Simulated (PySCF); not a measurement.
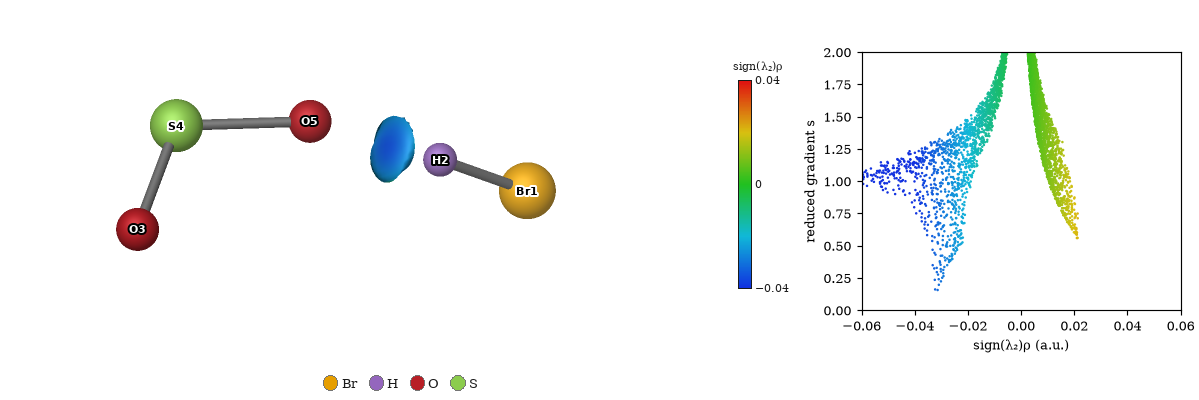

Figure 1: BrHO$_{2}$S, SMILES `Br.O=S=O`. Non-covalent interaction surfaces between the fragments (reduced density gradient s = 0.5, coloured by sign(λ₂)ρ in a.u.; trimmed to the region between the fragments where ρ is under 0.06 a.u.). Fragment A: HBr (atoms 1–2); fragment B: SO2. The plot gives s against sign(λ₂)ρ for grid points between the fragments.

Method: HF/6-311G**; geometry: GFN2-xTB; program: PySCF. GFN2-xTB bond lengths at metals and heavier atoms can be off by up to 0.1 Å and shapes distorted, which carries into these values.

Input

```python
import numpy as np
from pyscf import gto, scf, dft
from pyscf.scf import atom_ks, atom_hf
from scipy.linalg import block_diag
from pyscf.dispersion import dftd3

def solve(mol, dm0=None, hcore=None):
    mf = scf.UHF(mol) if mol.spin else scf.RHF(mol)
    mf = mf.density_fit(auxbasis='def2-universal-jkfit')
    mf.conv_tol, mf.max_cycle = 1e-8, 80
    if hcore is not None:
        mf.get_hcore = lambda *args: hcore
    mf.kernel(dm0)
    if not mf.converged:
        mf = mf.newton().run(mf.mo_coeff, mf.mo_occ, max_cycle=30)
    assert mf.converged, 'SCF not converged'
    return mf

mol = gto.M(atom='''
Br    -2.03397     0.06142    -0.03093
H     -0.67505    -0.11860     0.29798
O      3.12921     0.84789     0.05176
S      2.39398    -0.35479    -0.17371
O      1.06582    -0.39219     0.39373
''', basis='6-311g**', charge=0, spin=0, verbose=4)
mol_a = gto.M(atom='''
Br    -2.03397     0.06142    -0.03093
H     -0.67505    -0.11860     0.29798
ghost-O      3.12921     0.84789     0.05176
ghost-S      2.39398    -0.35479    -0.17371
ghost-O      1.06582    -0.39219     0.39373
''', basis='6-311g**', charge=0, spin=0, verbose=4)
mol_b = gto.M(atom='''
ghost-Br    -2.03397     0.06142    -0.03093
ghost-H     -0.67505    -0.11860     0.29798
O      3.12921     0.84789     0.05176
S      2.39398    -0.35479    -0.17371
O      1.06582    -0.39219     0.39373
''', basis='6-311g**', charge=0, spin=0, verbose=4)
ab, a, b = solve(mol), solve(mol_a), solve(mol_b)
e_int = ab.e_tot - a.e_tot - b.e_tot
print('counterpoise-corrected interaction energy / kcal/mol', e_int * 627.5095)
def disp(atoms, charge):
    m = gto.M(atom=atoms, charge=charge, basis='sto-3g', spin=None, unit='Bohr', verbose=0)
    return dftd3.DFTD3Dispersion(m, xc='hf', version='d3bj').get_dispersion()['energy']
e_disp = disp(mol._atom, mol.charge) - disp(mol._atom[:2], mol_a.charge) - disp(mol._atom[2:], mol_b.charge)
print('D3(BJ) part / kcal/mol', e_disp * 627.5095)
# spherically averaged free atoms, for the promolecule
atm = scf.atom_hf.get_atm_nrhf(mol)
pro = block_diag(*[(atm[a[0]][2] * atm[a[0]][3]) @ atm[a[0]][2].T for a in mol._atom])
np.savez('result.npz', e_int=e_int, e_disp=e_disp, dm_a=a.make_rdm1(), dm_b=b.make_rdm1(), c=ab.mo_coeff, occ=ab.mo_occ, eps=ab.mo_energy, pro=pro, d=[f.dip_moment(verbose=0) for f in (ab, a, b)])
```

Launched as:

```sh
OMP_NUM_THREADS=1 python input.py
```

The run took 11 s on 1 thread of AMD EPYC (Zen 3), with other jobs on the host, peak memory 0.23 GiB.

Partitions, critical points and surface values were worked out afterwards from this run's density.

Question: Interpret the surfaces between the fragments.

Answer: Bond critical points between the fragments: H2···O5, hydrogen bond, 1.76 Å, ρ = 0.032 a.u. It appears blue (attractive, sign(λ₂)ρ well below zero). The pose is a local one from a semi-empirical search, not shown to be the most stable.

Question: How strongly are they bound?

Answer: The counterpoise-corrected interaction energy of the frozen fragments is +1.1 kcal/mol without dispersion correction and −1.7 kcal/mol with D3(BJ). The pair geometry is semi-empirical, not a minimum at this level.
